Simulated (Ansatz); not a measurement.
```xyz
5

C    -1.0466   -0.5468    1.4502
Cl   -1.8263   -2.6529   -0.8630
F    -1.8444    0.1183    0.7106
Te   -0.5441   -2.4592    1.0541
H    -0.6432   -0.0100    2.3281
```

Geometry: r2SCAN-D4/def2-SVP; core potentials replace the inner electrons of Te.

These are results of isolated molecule in a Gaussian basis; Kohn-Sham density functional theory, functional PBE0 (Ansatz), not measurements.

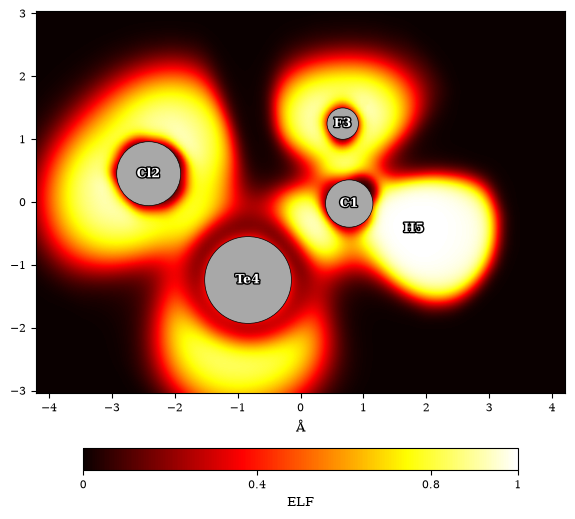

CHClFTe (SMILES F/C=[Te+]\Cl) (charge +1). Electron localisation function on the molecular plane. Grey discs cover the atomic cores.

What do the fields say about this system?

- The plane passes through C, Cl, F, Te and H nuclei.
- C–F (1.28 Å): the ELF peaks at about 0.85 between the atoms; a shared but strongly polarised pair.
- C–Te (2.02 Å): the ELF peaks at about 0.90 between the atoms, as expected for a covalent bond.
- Te–Cl (2.31 Å): the ELF peaks at about 0.75 between the atoms: a polar covalent bond.
- C–H (1.11 Å): the ELF climbs to about 1 towards the hydrogen, as it does in any bond to H (an ordinary covalent bond to hydrogen).
- The ELF also peaks beside Te4, Cl2 and F3, away from the bonds: lone-pair regions.
